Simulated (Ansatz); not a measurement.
# SiPH2 (quartet): correlated methods under varied settings at a displaced geometry (v2)

Aim: run SiPH2 (quartet) at one geometry under a spread of methods and options, and see what each costs and gives.

Method: the settings change from run to run; program: Ansatz 0.2.0, Gaussian basis.

24 further runs of the same task are left out: 8 that didn't finish, 16 set aside as unsound or not needed.

## (1) What is computed

The geometry is a PBE0/def2-TZVP stationary point (not a proven minimum) with its atoms shifted at random (size 0.100 Å).

4 atoms, charge 0, spin multiplicity 4.

Atoms are counted from 1 here; the program's logs count them from 0.

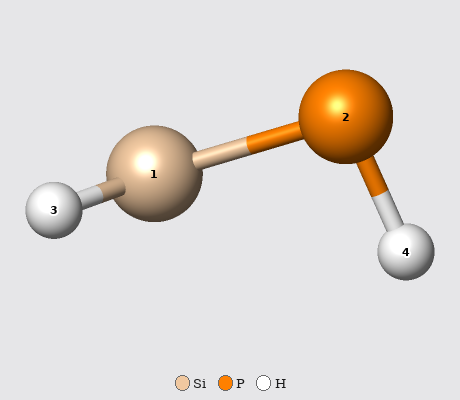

The geometry (silicon light orange, phosphorus orange, hydrogen white); atoms are numbered from 1 in the order of the file.

## (2) HF/def2-SVP

in.yaml

```yaml
crystal:
  periodic: [false, false, false]
  atoms:
    - {symbol: Si, position_ang: [0.025162, -0.085883, 1.172937]}
    - {symbol: P, position_ang: [-0.079386, 0.096295, -1.082923]}
    - {symbol: H, position_ang: [0.992077, 0.664671, 1.907387]}
    - {symbol: H, position_ang: [0.746319, -1.230741, -1.312422]}
basis:
  gaussian: {orbitals: def2-SVP}
magnetization: {spin_polarized: true, initial_magnetization: 3}
hamiltonian: {xc: hf}
accuracy: high
output: {orbitals: {seedname: orbitals}}
```

On the command line:

```bash
> ansatz run in.yaml --threads 1 --pin off --events-out ev --progress --plain --max-ram 2393MiB
```

The log of the run:

```text
Functional definition: HF
  name "HF"
  cite "Fock, Z. Phys. 61, 126 (1930) doi:10.1007/BF01340294"
  parent pbe
  exchange = exact_x
  correlation = 0
842 factors; integrals over basis functions are off by at most 3.9e-9 eV
mean field evaluation 1: about -17156.4569 eV, gradient 8.1e0 eV
mean field evaluation 2: about -17156.4627 eV, gradient 8.1e0 eV
mean field evaluation 4: about -17157.5803 eV, gradient 1.4e0 eV
mean field evaluation 8: about -17157.6606 eV, gradient 1.1e-1 eV
mean field evaluation 16: about -17157.6611 eV, gradient 2.7e-8 eV
mean field -17157.66111618 eV, -630.5324161393 hartree, gradient 2.7e-8 eV, S^2 3.766718; 0 other end points of the search recorded, 0 dependent functions left out
reference -17157.66111618 eV, -630.5324161393 hartree; 17, 14 occupied and 29, 32 virtual orbitals, 842 factors
Total energy: -17157.66111618 eV, -630.5324161393 hartree
```

Wall time 0.66 s (1 thread of Arm Neoverse V1, shared host).

From the report: ⟨S²⟩ of the determinant 3.767 (pure quartet: 3.75).

## (3) CASSCF(11,8)/cc-pVDZ

Changes to in.yaml since step 2:

```diff
@@ -8,6 +8,6 @@
 basis:
-  gaussian: {orbitals: def2-SVP}
-magnetization: {spin_polarized: true, initial_magnetization: 3}
-hamiltonian: {xc: hf}
+  gaussian: {orbitals: cc-pVDZ}
+magnetization: {spin_polarized: false, initial_magnetization: 3}
+correlation: {active_space: {window: {electrons: 11, orbitals: 8}}}
 accuracy: high
-output: {orbitals: {seedname: orbitals}}
+output: {forces: true}
```

Same command.

The log of the run, cut to the lines that bear on the results:

```text
Functional definition: HF
  name "HF"
  cite "Fock, Z. Phys. 61, 126 (1930) doi:10.1007/BF01340294"
  parent pbe
[...]
976 factors; integrals over basis functions are off by at most 3.3e-9 eV
[...]
mean field -17163.03656951 eV, -630.7299604053 hartree, gradient 2.7e-8 eV, S^2 3.750000; 0 other end points of the search recorded, 0 dependent functions left out
reference -17163.03656951 eV, -630.7299604053 hartree; 17, 14 occupied and 29, 32 virtual orbitals, 976 factors
state -17163.63048534 eV, -630.7517864095 hartree
[...]
Total energy: -17163.63048534 eV, -630.7517864095 hartree
Atom 0 at     0.025162    -0.085883     1.172937 Å, force    -1.054314    -0.713252    -0.047620 eV/Å
Atom 1 at    -0.079386     0.096295    -1.082923 Å, force     0.975882    -1.475381    -0.631114 eV/Å
Atom 2 at     0.992077     0.664671     1.907387 Å, force     0.960875     0.718790     0.577770 eV/Å
Atom 3 at     0.746319    -1.230741    -1.312422 Å, force    -0.882443     1.469842     0.100964 eV/Å
Dipole moment:     0.024890    -0.105097     0.061679 e Å
```

Wall time 4.3 s (1 thread of Arm Neoverse V1, shared host).

From the report: 560 determinants; active occupations 2.00, 2.00, 2.00, 1.96, 1.00, 1.00, 1.00, 0.04.

## (4) MP2 on ROHF/6-31G*

Changes to in.yaml since step 3:

```diff
@@ -8,5 +8,5 @@
 basis:
-  gaussian: {orbitals: cc-pVDZ}
+  gaussian: {orbitals: "6-31G*"}
 magnetization: {spin_polarized: false, initial_magnetization: 3}
-correlation: {active_space: {window: {electrons: 11, orbitals: 8}}}
+correlation: {method: mp2, electrons: outside_noble_gas}
 accuracy: high
```

Same command.

The log of the run, cut to the lines that bear on the results:

```text
Functional definition: HF
  name "HF"
  cite "Fock, Z. Phys. 61, 126 (1930) doi:10.1007/BF01340294"
  parent pbe
[...]
792 factors; integrals over basis functions are off by at most 4.0e-9 eV
[...]
mean field -17161.95380126 eV, -630.6901694062 hartree, gradient 1.2e-8 eV, S^2 3.750000; 0 other end points of the search recorded, 0 dependent functions left out
10 core orbitals not correlated: weight in the atoms' cores, before any rotation towards them, 1.000 or more for the frozen orbitals, at most 0.000 for the correlated occupied ones
reference -17161.95380126 eV, -630.6901694062 hartree; 7, 4 occupied and 25, 28 virtual orbitals, 792 factors
second order -3.79310429 eV of doubles, -0.08844739 eV of singles
[...]
Total energy: -17165.83535294 eV, -630.8328137995 hartree
Atom 0 at     0.025162    -0.085883     1.172937 Å, force    -1.102851    -0.722632    -0.343102 eV/Å
Atom 1 at    -0.079386     0.096295    -1.082923 Å, force     1.332250    -2.021134    -0.422150 eV/Å
Atom 2 at     0.992077     0.664671     1.907387 Å, force     0.987108     0.758148     0.598423 eV/Å
Atom 3 at     0.746319    -1.230741    -1.312422 Å, force    -1.216507     1.985617     0.166830 eV/Å
Dipole moment:     0.053383    -0.090241     0.040486 e Å
```

Run time: 1.9 s. Hardware: 1 thread of Arm Neoverse V1, shared host.

## (5) CCSD(T) on UHF/def2-SVPD

Changes to in.yaml since step 4:

```diff
@@ -8,6 +8,4 @@
 basis:
-  gaussian: {orbitals: "6-31G*"}
-magnetization: {spin_polarized: false, initial_magnetization: 3}
-correlation: {method: mp2, electrons: outside_noble_gas}
-accuracy: high
-output: {forces: true}
+  gaussian: {orbitals: def2-SVPD}
+magnetization: {spin_polarized: true, initial_magnetization: 3}
+correlation: {method: ccsd_t, electrons: outside_noble_gas}
```

Launched as before.

The log of the run, cut to the lines that bear on the results:

```text
Functional definition: HF
  name "HF"
  cite "Fock, Z. Phys. 61, 126 (1930) doi:10.1007/BF01340294"
  parent pbe
[...]
605 factors; integrals over basis functions are off by at most 1.1e-3 eV
[...]
mean field -17157.81644876 eV, -630.5381245062 hartree, gradient 5.0e-6 eV, S^2 3.770766; 1 other end points of the search recorded, 0 dependent functions left out
determinant -17157.81644876 eV, -630.5381245062 hartree, with singles and doubles -17163.51354668 eV, -630.7474889931 hartree
determinant -17155.56531830 eV, -630.4553969877 hartree, with singles and doubles -17161.38672651 eV, -630.6693297935 hartree
10 core orbitals not correlated: weight in the atoms' cores, before any rotation towards them, 1.000 or more for the frozen orbitals, at most 0.000 for the correlated occupied ones
reference -17157.81644876 eV, -630.5381245062 hartree; 7, 4 occupied and 47, 50 virtual orbitals, 605 factors
second order -4.63091161 eV of doubles, -0.00000000 eV of singles
cycle   1  -5.68511288 eV  change   -1.5e-1 eV  update   2.1e-2
[...]
cycle  11  -5.70128427 eV  change   -4.8e-6 eV  update   1.1e-5
perturbative correction -0.20673344 eV, -0.0075973137 hartree
Total energy: -17163.72446646 eV, -630.7552401522 hartree
```

It took 4.1 s on 1 thread of Arm Neoverse V1, shared host.

From the report: ⟨S²⟩ of the determinant 3.771 (pure quartet: 3.75); correlation -5.9080 eV; T1 0.023; largest double amplitude 0.02.

## (6) CCSD(T)/cc-pVDZ

Changes to in.yaml since step 5:

```diff
@@ -8,4 +8,6 @@
 basis:
-  gaussian: {orbitals: def2-SVPD}
-magnetization: {spin_polarized: true, initial_magnetization: 3}
-correlation: {method: ccsd_t, electrons: outside_noble_gas}
+  gaussian: {orbitals: cc-pVDZ}
+magnetization: {spin_polarized: false, initial_magnetization: 3}
+hamiltonian: {xc: {name: PBE0}}
+correlation: {method: ccsd_t, electrons: valence, diis_vectors: 4}
+output: {forces: true}
```

Launched as before.

The log of the run, cut to the lines that bear on the results:

```text
Functional definition: PBE0
  name "PBE0"
  cite "Adamo & Barone, J. Chem. Phys. 110, 6158 (1999) doi:10.1063/1.478522"
  cite "Perdew, Burke & Ernzerhof, Phys. Rev. Lett. 77, 3865 (1996) doi:10.1103/PhysRevLett.77.3865"
  parent pbe
[...]
464 factors; integrals over basis functions are off by at most 9.7e-4 eV
[...]
mean field -17188.15958493 eV, -631.6532141933 hartree, gradient 6.2e-6 eV, S^2 3.750000; 0 other end points of the search recorded, 0 dependent functions left out
[...]
10 core orbitals not correlated: weight in the atoms' cores, before any rotation towards them, 1.000 or more for the frozen orbitals, at most 0.000 for the correlated occupied ones
reference -17162.73113236 eV, -630.7187357974 hartree; 7, 4 occupied and 29, 32 virtual orbitals, 464 factors
second order -4.75980795 eV of doubles, -0.24680700 eV of singles
cycle   1  -5.61003066 eV  change   -6.0e-1 eV  update   6.3e-2
[...]
cycle  15  -5.84878507 eV  change   -4.9e-8 eV  update   1.0e-6
perturbative correction -0.18481446 eV, -0.0067918061 hartree
[...]
Total energy: -17168.76473189 eV, -630.9404664903 hartree
Atom 0 at     0.025162    -0.085883     1.172937 Å, force    -1.184525    -0.892289     0.055000 eV/Å
Atom 1 at    -0.079386     0.096295    -1.082923 Å, force     1.103944    -1.637008    -0.899811 eV/Å
Atom 2 at     0.992077     0.664671     1.907387 Å, force     1.106484     0.858315     0.686592 eV/Å
Atom 3 at     0.746319    -1.230741    -1.312422 Å, force    -1.025903     1.670982     0.158220 eV/Å
Dipole moment:     0.026427    -0.065870    -0.028208 e Å
```

Run time: 6.5 s. Hardware: 1 thread of Arm Neoverse V1, shared host.

From the report: correlation -6.0336 eV; T1 0.018; largest double amplitude 0.04. The orbitals are Kohn-Sham ones, so correlation energy and T1 don't compare with those on Hartree-Fock orbitals.

## (7) BCCD on UHF/6-31++G**

in.yaml

```yaml
crystal:
  periodic: [false, false, false]
  atoms:
    - {symbol: Si, position_ang: [0.025162, -0.085883, 1.172937]}
    - {symbol: P, position_ang: [-0.079386, 0.096295, -1.082923]}
    - {symbol: H, position_ang: [0.992077, 0.664671, 1.907387]}
    - {symbol: H, position_ang: [0.746319, -1.230741, -1.312422]}
basis:
  gaussian: {orbitals: "6-31++G**"}
magnetization: {spin_polarized: true, initial_magnetization: 3}
correlation: {method: bccd, electrons: outside_noble_gas}
```

Launched as before.

The log of the run, cut to the lines that bear on the results:

```text
Functional definition: HF
  name "HF"
  cite "Fock, Z. Phys. 61, 126 (1930) doi:10.1007/BF01340294"
  parent pbe
[...]
499 factors; integrals over basis functions are off by at most 9.9e-4 eV
[...]
mean field -17162.24984215 eV, -630.7010487083 hartree, gradient 1.7e-6 eV, S^2 3.766620; 1 other end points of the search recorded, 0 dependent functions left out
determinant -17162.24984215 eV, -630.7010487083 hartree, with singles and doubles -17167.31543190 eV, -630.8872056979 hartree
determinant -17159.98413908 eV, -630.6177856562 hartree, with singles and doubles -17165.11762717 eV, -630.8064378639 hartree
10 core orbitals not correlated: weight in the atoms' cores, before any rotation towards them, 1.000 or more for the frozen orbitals, at most 0.000 for the correlated occupied ones
reference -17162.24984215 eV, -630.7010487083 hartree; 7, 4 occupied and 41, 44 virtual orbitals, 499 factors
second order -4.10426124 eV of doubles, -0.00000000 eV of singles
cycle   1  -5.05913298 eV  change   -1.0e-1 eV  update   1.9e-2
[...]
cycle  11  -5.06873419 eV  change   -2.8e-6 eV  update   1.2e-5
Total energy: -17167.31857634 eV, -630.8873212539 hartree
```

Wall time 2.8 s (1 thread of Arm Neoverse V1, shared host).

From the report: ⟨S²⟩ of the determinant 3.767 (pure quartet: 3.75); correlation -5.0687 eV; largest double amplitude 0.04.

## (8) CASSCF(5,4)/STO-3G

Changes to in.yaml since step 7:

```diff
@@ -8,4 +8,4 @@
 basis:
-  gaussian: {orbitals: "6-31++G**"}
-magnetization: {spin_polarized: true, initial_magnetization: 3}
-correlation: {method: bccd, electrons: outside_noble_gas}
+  gaussian: {orbitals: STO-3G, fitting: {mean_field: def2-universal-jkfit}}
+magnetization: {spin_polarized: false, initial_magnetization: 3}
+correlation: {active_space: {window: {electrons: 5, orbitals: 4}}}
```

Same command.

The log of the run:

```text
Functional definition: HF
  name "HF"
  cite "Fock, Z. Phys. 61, 126 (1930) doi:10.1007/BF01340294"
  parent pbe
  exchange = exact_x
  correlation = 0
292 factors; integrals over basis functions are off by at most 8.1e-3 eV
mean field evaluation 1: about -16966.6211 eV, gradient 5.2e0 eV
mean field evaluation 2: about -16967.1243 eV, gradient 2.1e0 eV
mean field evaluation 4: about -16967.2387 eV, gradient 2.4e-1 eV
mean field -16967.23993513 eV, -623.5345668079 hartree, gradient 1.4e-6 eV, S^2 3.750000; 0 other end points of the search recorded, 0 dependent functions left out
reference -16967.23993513 eV, -623.5345668079 hartree; 17, 14 occupied and 3, 6 virtual orbitals, 292 factors
state -16967.23993513 eV, -623.5345668079 hartree
Total energy: -16967.23993513 eV, -623.5345668079 hartree
```

It took 0.33 s on 1 thread of Arm Neoverse V1, shared host.

From the report: 4 determinants; active occupations 2.00, 1.00, 1.00, 1.00. With so small a space the active step adds no correlation: the energy is the mean field's.

## (9) CCSDT on UHF/cc-pVDZ

in.yaml

```yaml
crystal:
  periodic: [false, false, false]
  atoms:
    - {symbol: Si, position_ang: [0.025162, -0.085883, 1.172937]}
    - {symbol: P, position_ang: [-0.079386, 0.096295, -1.082923]}
    - {symbol: H, position_ang: [0.992077, 0.664671, 1.907387]}
    - {symbol: H, position_ang: [0.746319, -1.230741, -1.312422]}
basis:
  gaussian: {orbitals: cc-pVDZ, point_charges: [{charge: -1.00, position_ang: [3.665, 0.250, 0.421]}]}
magnetization: {spin_polarized: true, initial_magnetization: 3}
correlation: {method: ccsdt, electrons: outside_noble_gas}
```

The command is unchanged.

The log of the run, cut to the lines that bear on the results:

```text
Functional definition: HF
  name "HF"
  cite "Fock, Z. Phys. 61, 126 (1930) doi:10.1007/BF01340294"
  parent pbe
[...]
879 factors; integrals over basis functions are off by at most 1.7e-7 eV
[...]
mean field -17163.42524770 eV, -630.7442440654 hartree, gradient 2.4e-6 eV, S^2 3.767659; 1 other end points of the search recorded, 0 dependent functions left out
determinant -17163.42524770 eV, -630.7442440654 hartree, with singles and doubles -17168.88809411 eV, -630.9449999682 hartree
determinant -17161.02936176 eV, -630.6561968812 hartree, with singles and doubles -17166.61725833 eV, -630.8615482924 hartree
10 core orbitals not correlated: weight in the atoms' cores, before any rotation towards them, 1.000 or more for the frozen orbitals, at most 0.000 for the correlated occupied ones
reference -17163.42524770 eV, -630.7442440654 hartree; 7, 4 occupied and 29, 32 virtual orbitals, 879 factors
second order -4.42028424 eV of doubles, -0.00000000 eV of singles
cycle   1  -5.14624641 eV  change   -7.3e-1 eV  update   8.1e-2
[...]
cycle  19  -5.66731380 eV  change   -6.0e-7 eV  update   5.6e-7
Total energy: -17169.09256150 eV, -630.9525140062 hartree
```

Wall time 23 s (1 thread of Arm Neoverse V1, shared host); peak memory 0.25 GiB.

From the report: ⟨S²⟩ of the determinant 3.768 (pure quartet: 3.75); correlation -5.6673 eV; T1 0.022; largest double amplitude 0.05.

## (10) All runs side by side

Where basis and cores are those of an earlier UCCSDT(Q)/cc-pVDZ run (-17168.8780 eV), and the state is the same kind, the miss against it is given.

```tsv
level	correlated	functions	energy (eV)	from UCCSDT(Q) (meV)	time
HF/def2-SVP		46	-17157.6611		0.66 s
CASSCF(11,8)/cc-pVDZ		46	-17163.6305	5247.5	4.3 s
MP2 on ROHF/6-31G*	outside noble gas	42	-17165.8354		1.9 s
CCSD(T) on UHF/def2-SVPD	outside noble gas	64	-17163.7245		4.1 s
CCSD(T)/cc-pVDZ (on PBE0 orbitals)	valence	46	-17168.7647	113.3	6.5 s
BCCD on UHF/6-31++G**	outside noble gas	58	-17167.3186		2.8 s
CASSCF(5,4)/STO-3G		20	-16967.2399		0.33 s
CCSDT on UHF/cc-pVDZ (beside a point charge)	outside noble gas	46	-17169.0926		23 s
```

## (11) Results

```
quantity                                               value
    runs                                                   8
quickest                          CASSCF(5,4)/STO-3G, 0.33 s
 slowest  CCSDT on UHF/cc-pVDZ (beside a point charge), 23 s
```

**Reading.** Total energies in different bases, with other cores or another treatment of relativity can't be set against each other. CCSDT on UHF/cc-pVDZ (beside a point charge) took 68 times as long as CASSCF(5,4)/STO-3G; the jobs differ in more than the method. Hartree-Fock, CASSCF and CASCI lack dynamic correlation by design. Cores frozen from Kohn-Sham orbitals shift the total energy.
